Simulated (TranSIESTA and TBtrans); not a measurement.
Junction: Sn chain with one Ag atom in place of Sn. Leads: straight Sn chain, spacing 2.75 Å. Geometry: 3 atoms about the centre moved by SIESTA (PBE, DZP) to a largest force of 0.01 eV/Å, all others as built, motion along the axis alone.

Computed with TranSIESTA and TBtrans, PBE, DZP numerical orbitals (energy shift 0.15 eV), PseudoDojo norm-conserving scalar-relativistic potentials, mesh cutoff 200 Ry, 300 K, no spin polarisation, no spin-orbit coupling; self-consistent non-equilibrium Green functions.

Energies count from the leads' Fermi level. Transmissions are for one spin of a degenerate pair. The energy step is 0.01 eV; narrower resonances are cut or missed.

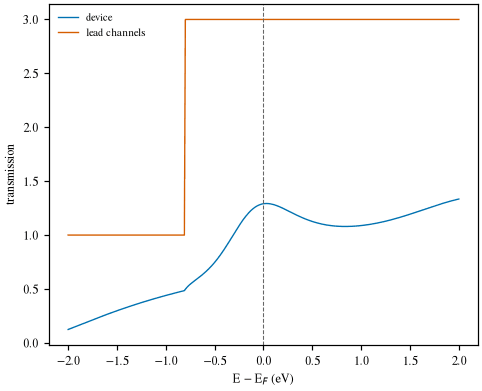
*Transmission against energy*

| E (eV) | T | lead channels |
|---|---|---|
| -2.00 | 0.12 | 1 |
| -1.80 | 0.20 | 1 |
| -1.60 | 0.27 | 1 |
| -1.40 | 0.33 | 1 |
| -1.20 | 0.39 | 1 |
| -1.00 | 0.44 | 1 |
| -0.80 | 0.50 | band edge |
| -0.60 | 0.65 | 3 |
| -0.40 | 0.87 | 3 |
| -0.20 | 1.15 | 3 |
| 0.00 | 1.29 | 3 |
| 0.20 | 1.25 | 3 |
| 0.40 | 1.16 | 3 |
| 0.60 | 1.10 | 3 |
| 0.80 | 1.08 | 3 |
| 1.00 | 1.09 | 3 |
| 1.20 | 1.12 | 3 |
| 1.40 | 1.17 | 3 |
| 1.60 | 1.22 | 3 |
| 1.80 | 1.28 | 3 |
| 2.00 | 1.33 | 3 |

The straight chain is held at its spacing; free chains may zigzag or dimerise. No spin-polarised start was tried, so a magnetic state, if there is one, is missed.
